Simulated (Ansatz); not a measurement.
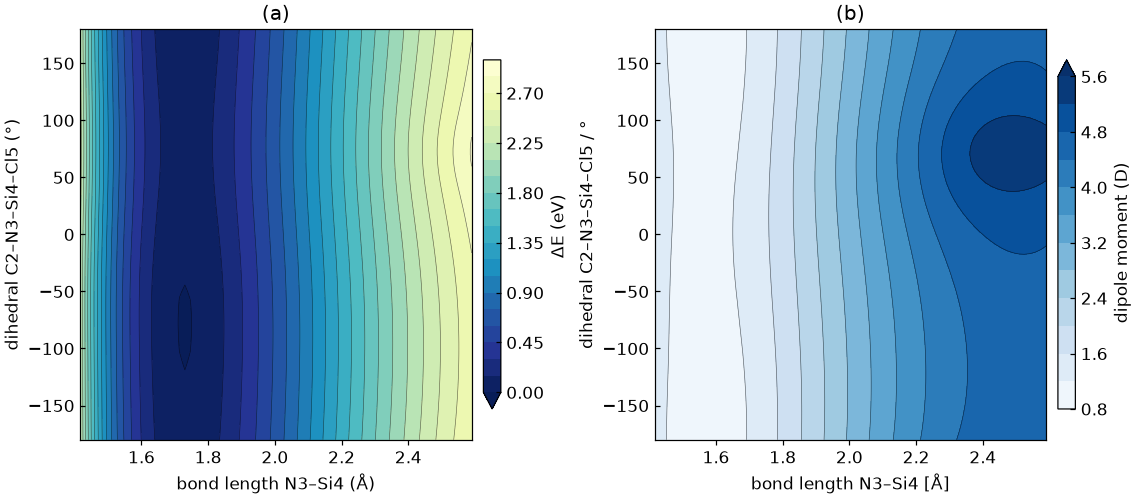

CHClNOSi, SMILES O=C=N[SiH]Cl, spin multiplicity 2. First axis: bond length N3–Si4. Second axis: dihedral C2–N3–Si4–Cl5. Nothing is relaxed (all other coordinates rigid). The scan uses a 9 × 10 grid. All energies are given in eV relative to the lowest grid point. Computed with UKS PBE-D4/def2-SVP in Ansatz.

Panel (a) is the energy and panel (b) the computed dipole moment on the same grid.

The picture shows filled contours. Between grid points the surface is interpolated.

Q: How does the dipole moment vary over the map, and what is it at the lowest grid point?

A: Leaving out the highest fifth of the energies, it runs from 1.00 D at bond length N3–Si4 = 1.563 Å, dihedral C2–N3–Si4–Cl5 = −180° to 4.91 D at bond length N3–Si4 = 2.297 Å, dihedral C2–N3–Si4–Cl5 = 72°. At the lowest grid point, bond length N3–Si4 = 1.709 Å, dihedral C2–N3–Si4–Cl5 = −72°, it is 1.33 D.
